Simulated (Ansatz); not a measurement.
BNH₅OCl: several calculations on one system

Part 1: Relaxation

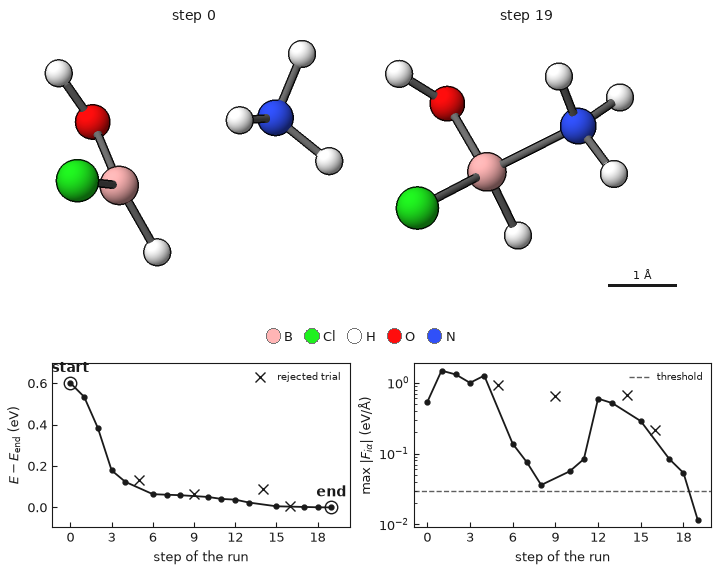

First and last geometry of a relaxation of BNH₅OCl, with the history of the run. The picture is a ball-and-stick view, seen at a tilt.

The run prepares an end point of a later path (reaction) calculation, from a guessed geometry.

Computed with RKS PBE-D4/6-31G* (Ansatz 0.2.0).

Input file:
```yaml
crystal:
  periodic: [false, false, false]
  atoms:
    - { symbol: B, position_ang: [0.03419, -0.415066, -0.019603] }
    - { symbol: Cl, position_ang: [-0.100513, -0.80465, 1.77822] }
    - { symbol: H, position_ang: [1.115853, -0.175412, -0.469958] }
    - { symbol: O, position_ang: [-1.023337, -0.636075, -0.836737] }
    - { symbol: H, position_ang: [-1.826316, -0.881088, -0.333715] }
    - { symbol: "N", position_ang: [-0.269281, 2.183566, 0.795464] }
    - { symbol: H, position_ang: [-1.083897, 2.802968, 0.695043] }
    - { symbol: H, position_ang: [0.562754, 2.787964, 0.792943] }
    - { symbol: H, position_ang: [-0.324151, 1.761493, 1.746344] }
basis:
  gaussian: { orbitals: "6-31G*" }
hamiltonian:
  xc: pbe
  dispersion: d4
relax:
  f_tol: 0.03
  max_steps: 50
```

Launched with:
```bash
ansatz run input.yaml --threads 1 --pin off --max-ram 2048MiB --backend cpu --events-out ev --progress --plain --runs-dir out
```

**What do the curves and the structures tell?**

It converged. The atom that moves furthest after the best rigid fit is H7 (0.99 Å). By element the largest moves are H 0.99 Å, B 0.60 Å, O 0.53 Å, N 0.46 Å, Cl 0.42 Å. Among the contacts that change: B1–N6 2.740 → 1.698 Å, B1–O4 1.355 → 1.414 Å, B1–Cl2 1.844 → 1.894 Å, B1–H3 1.196 → 1.214 Å. New bonds form, among them: B1–N6 (2.74 → 1.70 Å). Bond angles that change, for instance: Cl2–B1–H3 118.4° → 112.5°, H3–B1–O4 120.8° → 115.5°, Cl2–B1–O4 119.8° → 115.0°. Over 15 accepted moves (19 points after the start) the energy falls by 0.601 eV. Largest force component: 0.53 eV/Å at the start, 0.012 eV/Å at the end. The line search rejected the trial steps at points 5, 9, 14, 16 of the run.

Limits of the set-up: the start holds two separate molecules, 2.6 Å apart at their closest, whose relative position is a soft coordinate.

Part 2: Relaxation

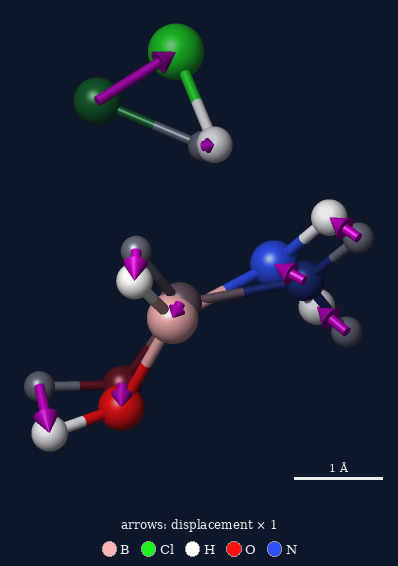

A relaxation of BNH5OCl. The starting structure is drawn faded, the final one solid; purple arrows show the displacements, at their true length. The two geometries are superimposed by the best rigid fit.

A ball-and-stick model, seen at a tilt.

The run prepares an end point of a later path (reaction) calculation, from a guessed geometry.

Theory: RKS PBE-D4/6-31G* (Ansatz 0.2.0). Settings: no spin polarisation; force threshold 0.03 eV/Å; at most 50 steps.

Atoms of which element are displaced furthest, and by how much?

Chlorine: up to 1.12 Å, against 0.66 Å for hydrogen.

What happened in the run?

Over 9 geometry steps the energy falls by 0.263 eV. The largest force component goes from 1.9 to 0.02 eV/Å. The Cl atom moves most after the best rigid fit: 1.12 Å. Largest moves by element: Cl 1.12 Å, H 0.66 Å, N 0.42 Å, O 0.30 Å, B 0.20 Å. Among the contacts that change: B–N 1.489 → 1.439 Å, Cl–H 1.345 → 1.352 Å. Among the angles between lasting bonds that change: B–N–H 121.5° → 119.2°.

Limits of the set-up: the start holds two separate molecules, 2.2 Å apart at their closest, whose relative position is a soft coordinate.

Part 3: Path

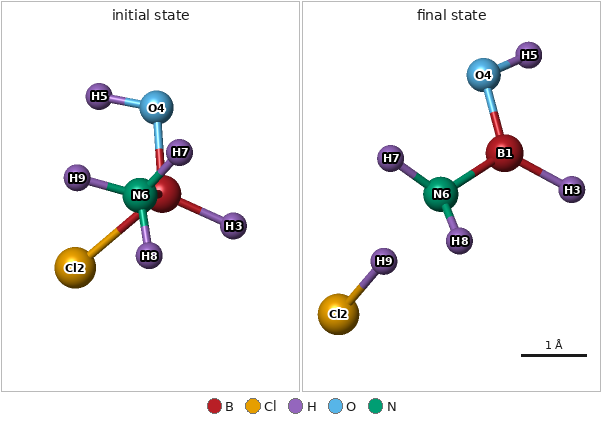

The two relaxed end points of a path for BNH₅OCl. Style: ball-and-stick. Shown from a free direction.

Theory: Ansatz, RKS PBE-D4/6-31G*.

Run with 7 movable images; climbing image; force threshold 0.05 eV/Å; iteration limit 60.

Start:
```xyz
9

B    -0.0327    0.1611    0.1213
Cl    0.3286   -0.8111    1.7063
H     0.9443    0.2666   -0.5916
O    -1.2314   -0.1965   -0.5381
H    -1.8063   -0.6984    0.0703
N    -0.2418    1.7253    0.7471
H    -0.5398    2.3594   -0.0067
H     0.6294    2.0852    1.1592
H    -0.9650    1.7320    1.4804
```

End:
```xyz
9

B    -0.2805    0.4658   -0.3814
Cl    0.1374    0.2902    3.3642
H     0.7155   -0.0774   -0.7942
O    -1.5489    0.0424   -0.6836
H    -1.5256   -0.7628   -1.2314
N    -0.1545    1.5806    0.5204
H    -0.9726    2.1684    0.6968
H     0.7154    2.1121    0.5362
H    -0.0008    0.8044    2.1211
```

**Predict the minimum-energy path and its barrier.**

The energy climbs by 0.76 eV to image 5 and then falls by 0.39 eV, so the end point sits at +0.37 eV. Breaking: B1–Cl2 (1.89 → 2.74 at the top → 3.77 Å), N6–H9 (1.03 → 1.19 at the top → 1.79 Å). Forming: Cl2–H9 (2.86 → 1.70 at the top → 1.35 Å). The band converged in 18 iterations. The largest component of the band force went from 6.8 to 0.036 eV/Å. The climbing image converged on the top of the path. Its vibrational analysis gives one imaginary mode (442i cm⁻¹), as a transition state must have.

Energies of the converged images:

```
image  path (Å)  E (eV)
    0      0.00   0.000
    1      0.69   0.002
    2      1.37  -0.001
    3      2.06   0.041
    4      2.74   0.275
    5      3.43   0.757
    6      3.95   0.481
    7      4.46   0.386
    8      4.98   0.370
```

The geometry at the top of the path:

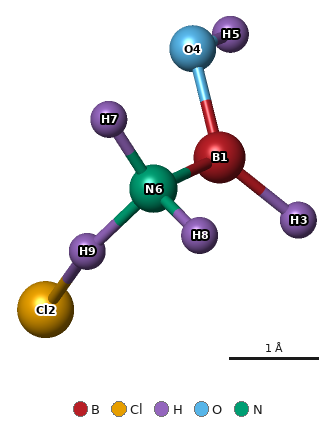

Cost: 3.9 min on 1 thread of Arm Neoverse V2, with other jobs on the host, peak memory 0.12 GiB.
